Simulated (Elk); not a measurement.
Band structure of LiHfSe₂ (P-3m1, 4 atoms in the cell).

```xyz
4
Lattice="3.7060 0.0000 0.0000 -1.8530 3.2095 0.0000 0.0000 0.0000 6.5996" Properties=species:S:1:pos:R:3 pbc="T T T"
Li     0.0000     0.0000     3.2998
Hf     0.0000     0.0000     0.0000
Se     0.0000     2.1396     1.6387
Se     1.8530     1.0698     4.9609
```

Computed with PBEsol, all-electron FP-LAPW, Elk's shipped species files, APW+lo basis with extra local orbitals (Elk 10.2.4).

Settings: xctype = 22; rgkmax = 8; stype = 0; swidth = 0.00499791 Ha; ngridk = 10 10 5; gmaxvr = 14 1/bohr; nxlo = 2; lorbcnd = true; rmtscf = 0.92; lmaxi = 2.

The starting cell comes from a database of computed structures (which also holds hypothetical and non-ambient phases and stackings), without a prior relaxation at this level. Spin-orbit coupling is off. Values depend on the basis (sphere radii, cutoffs, local orbitals), which need not be converged.

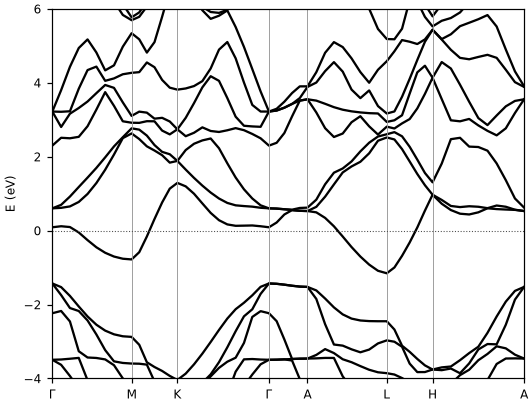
Bands along the path, energies from the Fermi level.

Levels in eV from the Fermi level, bands 27 to 34:
| point | 27 | 28 | 29 | 30 | 31 | 32 | 33 | 34 |
|---|---|---|---|---|---|---|---|---|
| Γ | -3.49 | -2.23 | -1.43 | -1.43 | 0.09 | 0.60 | 0.60 | 2.30 |
| M | -4.35 | -4.26 | -3.60 | -2.87 | -0.78 | 2.63 | 2.77 | 2.92 |
| K | -5.19 | -4.11 | -4.11 | -4.04 | 1.29 | 1.89 | 1.89 | 2.74 |
| A | -3.46 | -3.46 | -1.52 | -1.52 | 0.53 | 0.53 | 0.62 | 3.55 |
| L | -4.51 | -3.86 | -2.97 | -2.45 | -1.15 | 2.52 | 2.61 | 2.81 |
| H | -5.36 | -4.33 | -3.76 | -3.76 | 0.97 | 0.97 | 1.31 | 4.14 |

Bands cross the Fermi level along this path, so the cell is metallic at this level.
